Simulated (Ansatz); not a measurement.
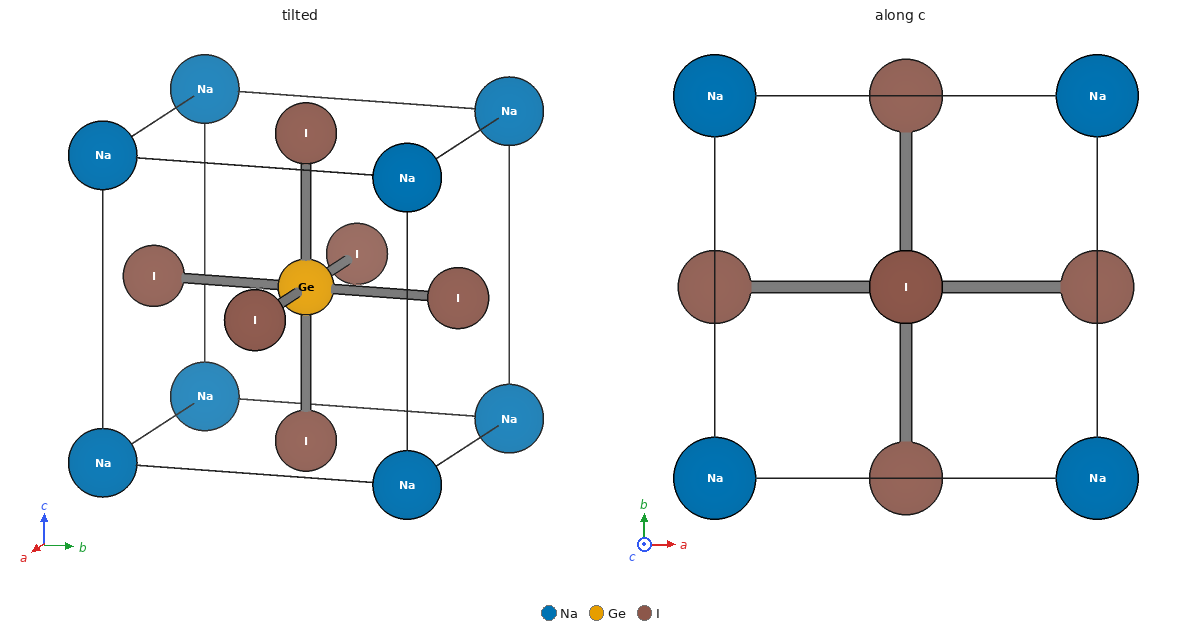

Drawn in the ball-and-stick manner and seen slightly off an axis and along the c axis. The conventional unit cell is drawn as a box.

NaGeI3, space group P4/mmm (No. 123), a = 5.978 Å, b = 5.978 Å, c = 5.864 Å, α = 90.00°, β = 90.00°, γ = 90.00°. The initial geometry was a structure type filled with these elements by a generator (whether the compound takes this form wasn't checked). The cell was then strained or its atoms displaced on purpose. A calculation with Ansatz used it as input.

This one geometry was computed with Ansatz (DFT, plane waves, PAW) at three levels of theory: PBE, HSE06 and r2SCAN. It was relaxed with r2SCAN and then strained.

How does the band gap change with the level of theory?

PBE: a gap of 0.47 eV, direct; r2SCAN: a gap of 0.53 eV, direct; HSE06: a gap of 0.84 eV, direct.

Collect the results in a table.

| level | cutoff (eV) | k-mesh of the run's cell | gap (eV) | pressure (GPa) |
| --- | --- | --- | --- | --- |
| PBE | 420 | 4×4×4 | 0.47 | -0.1 |
| HSE06 | 420 | 4×4×4 | 0.84 | -0.5 |
| r2SCAN | 500 | 4×4×4 | 0.53 | -0.5 |

Gaps are taken on the k-mesh or band path of each run.
